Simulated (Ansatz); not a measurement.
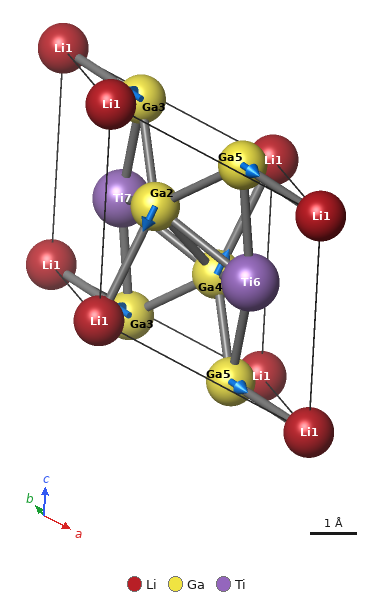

This is a relaxation of solid LiTi$_{2}$Ga$_{4}$ (a generated structure, set up in I4/mmm). The starting structure is drawn; blue arrows show the displacements (the part carried along by the change of the cell is left out), 5 times their true length.

A ball-and-stick model of the cell of the calculation, seen slightly off an axis.

The calculation used Ansatz 0.2.0, DFT, PAW plane waves, PBE.

Input file:
```yaml
crystal:
  lattice:
    - [-3.262985, 3.262985, 2.666002]
    - [3.262985, -3.262985, 2.666002]
    - [3.262985, 3.262985, -2.666002]
  atoms:
    - { symbol: Li, position: [0.0, 0.0, 0.0] }
    - { symbol: Ga, position: [0.303, 0.303, 0.606] }
    - { symbol: Ga, position: [0.303, 0.697, 0.0] }
    - { symbol: Ga, position: [0.697, 0.697, 0.394] }
    - { symbol: Ga, position: [0.697, 0.303, 0.0] }
    - { symbol: Ti, position: [0.75, 0.25, 0.5] }
    - { symbol: Ti, position: [0.25, 0.75, 0.5] }
  symmetry: { tolerance: 0.0003 }
kpoints:
  mp_grid: { grid: [4, 4, 4], shift: [0, 0, 0] }
magnetization:
  spin_polarized: false
scf:
  occupations: { method: fermi_dirac }
hamiltonian:
  pseudopotentials: { kind: paw }
  xc: pbe
basis:
  ecutwfc: 420
output:
  forces: true
  stress: true
  eigenvalues: true
relax:
  max_steps: 40
  cell: {}
```

Command:
```bash
ansatz run input.yaml --threads 1 --pin off --max-ram 2560MiB --backend cpu --events-out ev --progress --plain --runs-dir out
```

Atoms of which element are displaced furthest, and by how much?

Answer. Gallium: up to 0.12 Å, against 0.00 Å for titanium.

What happened in the run?

Answer. The largest moves relative to the cell, 0.12 Å, are those of Ga2, Ga3, Ga4 and Ga5. Ga2 goes along [−1 −1 −2]. Ti and Li stay in place. Cell: a = b = c 5.329 → 5.438 Å (+2.0 %), α 104.5° → 104.0°, β 104.5° → 104.0°, γ 120.0° → 121.1°. Volume +5.6 %. Among the contacts that change: Ga2–Ga3 2.571 → 2.814 Å, Ga2–Ga4 2.840 → 2.780 Å, Li1–Ga2 2.796 → 2.745 Å, Ga2–Ti6 2.709 → 2.745 Å. The space group stays I4/mmm (No. 139). After 4 accepted moves (5 points after the start) the energy has fallen by 32.2 meV per atom. Largest force component: 0.47 eV/Å at the start, 0.0018 eV/Å at the end. The pressure goes from 4.74 to −0.01 GPa. The SCF was repeated once at an unchanged geometry on a basis and grid sized afresh for the cell, which shifted the energy by 0.2 meV per atom at most.
